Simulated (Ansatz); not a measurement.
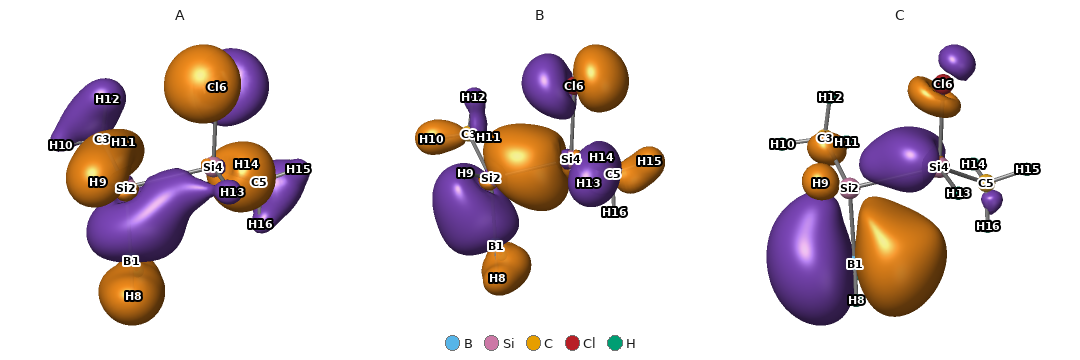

*C$_{2}$H$_{10}$BClSi$_{2}$ (SMILES B[SiH](C)[SiH](C)Cl). Three frontier orbitals at ±0.08 Å⁻³ᐟ² (orange and purple are the two phases), in no order.*

Computed with Ansatz, RKS B3LYP-D4/6-31G*.

```yaml
atoms:
  - { symbol: B, position_ang: [-1.8119, -1.2589, 0.6415] }
  - { symbol: Si, position_ang: [-0.4278, -0.9417, -0.7689] }
  - { symbol: C, position_ang: [1.2470, -1.7935, -0.5028] }
  - { symbol: Si, position_ang: [-0.0804, 1.3930, -0.6257] }
  - { symbol: C, position_ang: [0.2738, 1.9770, 1.1294] }
  - { symbol: Cl, position_ang: [1.5971, 1.8556, -1.8127] }
  - { symbol: H, position_ang: [-1.5005, -1.5224, 1.7668] }
  - { symbol: H, position_ang: [-2.9755, -1.0856, 0.4250] }
  - { symbol: H, position_ang: [-0.9283, -1.1971, -2.1519] }
  - { symbol: H, position_ang: [1.1625, -2.8782, -0.6304] }
  - { symbol: H, position_ang: [1.6214, -1.6019, 0.5089] }
  - { symbol: H, position_ang: [1.9895, -1.4223, -1.2166] }
  - { symbol: H, position_ang: [-1.2147, 2.1688, -1.1978] }
  - { symbol: H, position_ang: [1.1115, 1.4239, 1.5670] }
  - { symbol: H, position_ang: [0.5210, 3.0437, 1.1486] }
  - { symbol: H, position_ang: [-0.6075, 1.8171, 1.7638] }
```

Which picture is the HOMO−1, the HOMO and the LUMO?

A is the HOMO−1 (−8.22 eV). Its weight (Hirshfeld) is mainly on Cl6 (about 20 %), Si2 (about 20 %), B1 (about 15 %), C5 (about 10 %), C3 (about 10 %) and Si4 (about 5 %). B is the HOMO (−7.21 eV). By Hirshfeld shares it lies mainly on Si2 (about 30 %), Si4 (about 20 %), Cl6 (about 20 %) and B1 (about 15 %). C is the LUMO (−2.48 eV). Its weight (Hirshfeld) is mainly on B1 (about 55 %), Si2 (about 15 %) and Si4 (about 10 %).

What is the HOMO–LUMO gap?

4.73 eV between the orbital energies.
